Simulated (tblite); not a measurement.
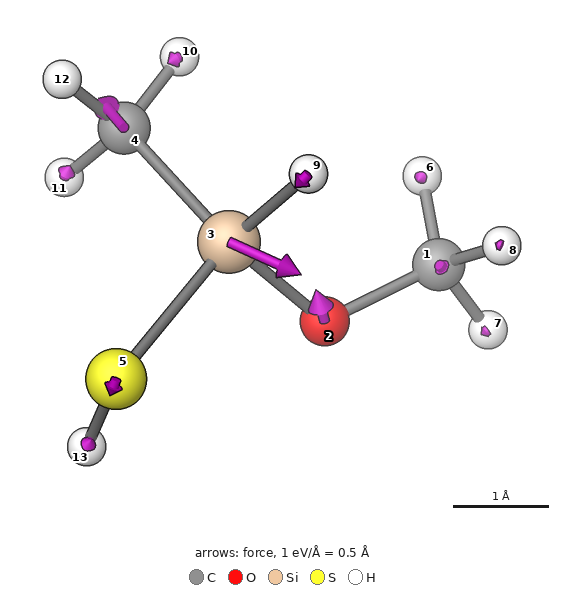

Starting geometry of C₂H₈OSSi with the computed forces as purple arrows. A ball-and-stick model, seen at a tilt.

The calculation used GFN2-xTB geometry optimisation, gas phase (tblite 0.8.0). 

> What follows when this structure is relaxed?

It isn't relaxed: the largest force vector, on Si3, is 1.76 eV/Å. The final displacements have little in common with the starting forces (cosine between the two patterns 0.14). The largest move after the best rigid fit is that of H13, 1.01 Å. Largest moves by element: H 1.01 Å, S 0.48 Å, C 0.21 Å, O 0.19 Å, Si 0.12 Å. Among the contacts that change: Si3–C4 1.842 → 1.895 Å, O2–Si3 1.660 → 1.625 Å, Si3–H9 1.486 → 1.464 Å, S5–H13 1.339 → 1.322 Å. Among the angles between lasting bonds that change: C1–O2–Si3 119.4° → 127.3°, O2–Si3–S5 107.0° → 101.2°, O2–Si3–H9 108.2° → 110.6°. Groups turn about Si3–S5 by about 65°, O2–Si3 by about 25°. Over 105 geometry steps the energy falls by 17.6 kJ/mol. The run took 0.89 s on 1 thread of Arm Neoverse N1, on a shared host.
